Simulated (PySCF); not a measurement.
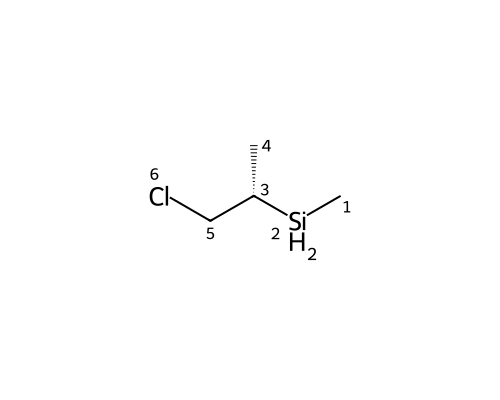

Skeletal drawing with numbered atoms; wedges and dashes mark any stereocentres. The configuration is that of a computed structure (PBE0-D3(BJ)/def2-SVP).

What are the Cahn–Ingold–Prelog descriptors?

C3: S.

Give a SMILES with the stereochemistry.

C[SiH2][C@@H](C)CCl
